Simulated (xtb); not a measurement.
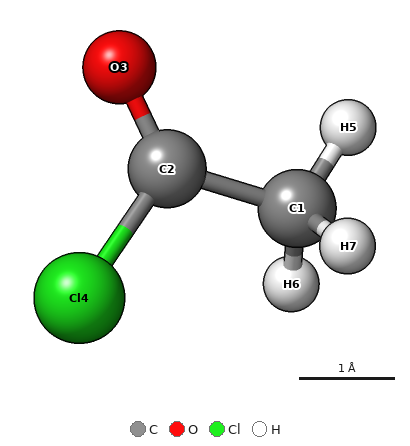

Fig. 1: The structure as given in the input (ball-and-stick view, seen at a tilt; atoms are numbered from 1 in the order of the input). Bond lengths as drawn: C–C 1.49 Å, C–Cl 1.78 Å, C–H 1.09 Å and C–O 1.18 Å.

# Calculation of the molecule and its ions of C₂H₃ClO

- system: C₂H₃ClO, SMILES CC(=O)Cl
- method: GFN1-xTB (xtb 6.7.1)

The geometry was optimised with GFN2-xTB.

### Input file (input.xyz)
```
7
start
C      0.14052     0.66496     0.10526
C      0.01861    -0.81387     0.02269
O      0.67507    -1.64354     0.55116
Cl    -1.32316    -1.29710    -1.03718
H      0.96712     0.92697     0.76144
H     -0.78682     1.08832     0.48527
H      0.30867     1.07428    -0.88865
```

Run on 1 thread of Intel Xeon (Sapphire Rapids), 64 GiB of memory available, shared host.

Command:
```bash
xtb input.xyz -c 0 --acc 10 --vipea > xtb.out 2> xtb.err
```

### What the program printed
```
* xtb version 6.7.1
   ID    Z sym.   atoms
    1    6 C      1, 2
    2    8 O      3
    3   17 Cl     4
    4    1 H      5-7

           -------------------------------------------------
          |                Calculation Setup                |
           -------------------------------------------------

          program call               : xtb input.xyz -c 0 --acc 10 --vipea
          coordinate file            : input.xyz
          omp threads                :                     1

           -------------------------------------------------
          |                 G F N 1 - x T B                 |
           -------------------------------------------------

      * Hamiltonian:
        H0-scaling (s, p, d)           1.850000    2.250000    2.000000
        zeta-weighting                 0.000000
      * Dispersion:
        s8                             2.400000
        a1                             0.630000
        a2                             5.000000
        s9                             0.000000
      * Repulsion:
        kExp                           1.500000
        rExp                           1.000000
      * Coulomb:
        alpha                          2.000000
        third order                    atomic
        anisotropic                    false
      * Halogen bond correction:
        rad-scale                      1.300000
        damping                        0.440000

          ...................................................
          :                      SETUP                      :
          :.................................................:
          :  # basis functions                  28          :
          :  # atomic orbitals                  27          :
          :  # shells                           15          :
          :  # electrons                        24          :
          :  # halogen bonds                     1          :
          :  max. iterations                   250          :
          :  Hamiltonian                  GFN1-xTB          :
          :  restarted?                      false          :
          :  GBSA solvation                  false          :
          :  PC potential                    false          :
          :  electronic temp.          300.0000000     K    :
          :  accuracy                   10.0000000          :
          :  -> integral cutoff          0.2000000E+02      :
          :  -> integral neglect         0.1000000E-06      :
          :  -> SCF convergence          0.1000000E-04 Eh   :
          :  -> wf. convergence          0.2000000E-03 e    :
          :  Broyden damping             0.4000000          :
          :  net charge                          0          :
          :  unpaired electrons                  0          :
          ...................................................

 iter      E             dE          RMSdq      gap      omega  full diag
   1    -14.8120670 -0.148121E+02  0.766E+00    5.92       0.0  T
   2    -14.9060880 -0.940210E-01  0.457E+00    4.59       1.0  T
   3    -14.9100369 -0.394892E-02  0.230E+00    4.94       1.0  T
   4    -14.9151696 -0.513270E-02  0.158E-01    4.77       1.0  T
   5    -14.9153184 -0.148793E-03  0.563E-02    4.82       1.0  T
   6    -14.9153301 -0.116393E-04  0.106E-02    4.81       3.6  T
   7    -14.9153309 -0.846286E-06  0.442E-03    4.81       8.5  T
   8    -14.9153310 -0.133415E-06  0.535E-04    4.81      70.6  T
   9    -14.9153310 -0.132340E-08  0.168E-04    4.81     224.8  T

   *** convergence criteria satisfied after 9 iterations ***

         #    Occupation            Energy/Eh            Energy/eV
      -------------------------------------------------------------
         1        2.0000           -0.9298862             -25.3035
       ...           ...                  ...                  ...
         6        2.0000           -0.6226768             -16.9439
         7        2.0000           -0.5878821             -15.9971
         8        2.0000           -0.5561771             -15.1343
         9        2.0000           -0.5481511             -14.9160
        10        2.0000           -0.4864124             -13.2360
        11        2.0000           -0.4808366             -13.0842
        12        2.0000           -0.4766743             -12.9710 (HOMO)
        13                         -0.2999785              -8.1628 (LUMO)
        14                         -0.2088398              -5.6828
        15                         -0.1638204              -4.4578
        16                         -0.1016299              -2.7655
        17                         -0.0954325              -2.5968
       ...                                ...                  ...
        27                          0.7750859              21.0912
      -------------------------------------------------------------
                  HL-Gap            0.1766958 Eh            4.8081 eV
             Fermi-level           -0.3883264 Eh          -10.5669 eV

 SCC (total)                   0 d,  0 h,  0 min,  0.004 sec
 SCC setup                      ...        0 min,  0.000 sec (  1.688%)
 Dispersion                     ...        0 min,  0.000 sec (  1.086%)
 classical contributions        ...        0 min,  0.000 sec (  0.382%)
 integral evaluation            ...        0 min,  0.001 sec ( 26.634%)
 iterations                     ...        0 min,  0.001 sec ( 28.239%)
 molecular gradient             ...        0 min,  0.002 sec ( 39.314%)
 printout                       ...        0 min,  0.000 sec (  2.497%)

         :::::::::::::::::::::::::::::::::::::::::::::::::::::
         ::                     SUMMARY                     ::
         :::::::::::::::::::::::::::::::::::::::::::::::::::::
         :: total energy             -14.795663565154 Eh    ::
         :: gradient norm              0.019990613361 Eh/a0 ::
         :: HOMO-LUMO gap              4.808136354215 eV    ::
         ::.................................................::
         :: SCC energy               -14.915331047017 Eh    ::
         :: -> electrostatic           0.048325976725 Eh    ::
         :: repulsion energy           0.121575600461 Eh    ::
         :: dispersion energy         -0.001908118598 Eh    ::
         :: halogen bond corr.         0.000000000000 Eh    ::
         :: add. restraining           0.000000000000 Eh    ::
         :: total charge               0.000000000000 e     ::
         :::::::::::::::::::::::::::::::::::::::::::::::::::::

           -------------------------------------------------
          |        vertical delta SCC IP calculation        |
           -------------------------------------------------

 iter      E             dE          RMSdq      gap      omega  full diag
   1    -14.3049807 -0.143050E+02  0.294E+00    4.81       0.0  T
   2    -14.2924720  0.125087E-01  0.158E+00    4.77       1.0  T
   3    -14.2688029  0.236692E-01  0.288E+00    4.18       1.0  T
   4    -14.3120995 -0.432966E-01  0.826E-01    4.68       1.0  T
   5    -14.3135549 -0.145544E-02  0.786E-01    4.63       1.0  T
   6    -14.2951567  0.183982E-01  0.151E+00    4.74       1.0  T
   7    -14.3097312 -0.145745E-01  0.899E-01    4.72       1.0  T
   8    -14.3173741 -0.764296E-02  0.276E-01    4.67       1.0  T
   9    -14.3180081 -0.633986E-03  0.524E-02    4.70       1.0  T
  10    -14.3180278 -0.196378E-04  0.281E-02    4.70       1.3  T
  11    -14.3180287 -0.960309E-06  0.268E-02    4.69       1.4  T
  12    -14.3180353 -0.653397E-05  0.496E-03    4.69       7.6  T
  13    -14.3180355 -0.231890E-06  0.773E-04    4.69      48.9  T
  14    -14.3180355 -0.382455E-08  0.473E-04    4.69      79.9  T
     SCC iter.                  ...        0 min,  0.001 sec
     gradient                   ...        0 min,  0.002 sec
------------------------------------------------------------------------
empirical IP shift (eV):    4.8455
delta SCC IP (eV):   11.4077
------------------------------------------------------------------------
           -------------------------------------------------
          |        vertical delta SCC EA calculation        |
           -------------------------------------------------

 iter      E             dE          RMSdq      gap      omega  full diag
   1    -14.9999300 -0.149999E+02  0.382E+00    1.98       0.0  T
   2    -15.0633487 -0.634187E-01  0.257E+00    1.39       1.0  T
   3    -15.0670255 -0.367684E-02  0.137E+00    1.47       1.0  T
   4    -15.0675464 -0.520852E-03  0.426E-01    1.17       1.0  T
   5    -15.0678238 -0.277400E-03  0.666E-02    1.41       1.0  T
   6    -15.0678485 -0.247187E-04  0.214E-02    1.35       1.8  T
   7    -15.0678490 -0.526565E-06  0.104E-02    1.36       3.6  T
   8    -15.0678491 -0.604031E-07  0.658E-04    1.36      57.5  T
   9    -15.0678491 -0.938684E-09  0.271E-04    1.36     139.7  T
     SCC iter.                  ...        0 min,  0.001 sec
     gradient                   ...        0 min,  0.002 sec
------------------------------------------------------------------------
empirical EA shift (eV):    4.8455
delta SCC EA (eV):   -0.6953
------------------------------------------------------------------------
           -------------------------------------------------
          |                Property Printout                |
           -------------------------------------------------

    * Orbital Energies and Occupations

         #    Occupation            Energy/Eh            Energy/eV
      -------------------------------------------------------------
         1        2.0000           -0.6785682             -18.4648
         2        2.0000           -0.5250744             -14.2880
         3        2.0000           -0.4563863             -12.4189
         4        2.0000           -0.3866519             -10.5213
         5        2.0000           -0.3589353              -9.7671
         6        2.0000           -0.3549091              -9.6576
         7        2.0000           -0.3333407              -9.0707
         8        2.0000           -0.3058040              -8.3214
         9        2.0000           -0.2999843              -8.1630
        10        2.0000           -0.2692536              -7.3268
        11        2.0000           -0.2662017              -7.2437
        12        2.0000           -0.2140918              -5.8257
        13        1.0000           -0.0040729              -0.1108 (HOMO)
        14                          0.0458466               1.2475 (LUMO)
        15                          0.0572849               1.5588
        16                          0.1106214               3.0102
        17                          0.1112777               3.0280
        18                          0.1903454               5.1796
        19                          0.1909584               5.1962
        20                          0.1962784               5.3410
        21                          0.2160818               5.8799
        22                          0.3964229              10.7872
        23                          0.3996089              10.8739
        24                          0.4586806              12.4813
       ...                                ...                  ...
        27                          1.0772074              29.3123
      -------------------------------------------------------------
                  HL-Gap            0.0499195 Eh            1.3584 eV
             Fermi-level           -0.0440977 Eh           -1.2000 eV

  Mulliken/CM5 charges         n(s)   n(p)   n(d)
     1C    -0.11456 -0.25683   1.006  3.108  0.000
     2C     0.29690  0.32449   0.925  2.778  0.000
     3O    -0.66432 -0.71342   1.722  4.943  0.000
     4Cl   -0.49192 -0.49044   1.957  5.490  0.045
     5H     0.00157  0.05651   0.998  0.000  0.000
     6H    -0.01383  0.03985   1.014  0.000  0.000
     7H    -0.01385  0.03983   1.014  0.000  0.000

Wiberg/Mayer (AO) data.
largest (>0.10) Wiberg bond orders for each atom

 ---------------------------------------------------------------------------
     #   Z sym  total        # sym  WBO       # sym  WBO       # sym  WBO
 ---------------------------------------------------------------------------
     1   6 C    3.984 --     2 C    0.990     5 H    0.984     6 H    0.979
                             7 H    0.979
     2   6 C    3.419 --     3 O    1.613     1 C    0.990     4 Cl   0.770
     3   8 O    1.794 --     2 C    1.613     4 Cl   0.111
     4  17 Cl   0.927 --     2 C    0.770     3 O    0.111
     5   1 H    1.016 --     1 C    0.984
     6   1 H    1.030 --     1 C    0.979
     7   1 H    1.030 --     1 C    0.979
 ---------------------------------------------------------------------------

Topologies differ in total number of bonds
Writing topology from bond orders to xtbtopo.mol

 dipole moment from electron density (au)
     X       Y       Z
   0.3316   2.9943   0.2344  total (Debye):    7.680

           -------------------------------------------------
          | TOTAL ENERGY              -14.948181601327 Eh   |
          | GRADIENT NORM               0.203361697652 Eh/α |
          | HOMO-LUMO GAP               1.358378128783 eV   |
           -------------------------------------------------

------------------------------------------------------------------------
------------------------------------------------------------------------
 total:
 *  cpu-time:     0 d,  0 h,  0 min,  0.017 sec
 * ratio c/w:     1.000 speedup
 SCF:
 *  cpu-time:     0 d,  0 h,  0 min,  0.013 sec
 * ratio c/w:     1.000 speedup
```

### Standard error
```
normal termination of xtb
```

### Summary

```tsv
quantity	value
outcome	converged
electrons treated	24
total energy	−14.795664 hartree
dispersion energy	−0.001908 hartree
basis functions	28
peak memory	0.071 GiB
```

### Remarks

Settings chosen away from the usual ones: method = gfn2-xtb; task = vipea; x = {"accuracy": 10}; geo = {"prev": "A"}. These settings are looser than, or depart from, a standard set-up, so the numbers are not reference values for this system.
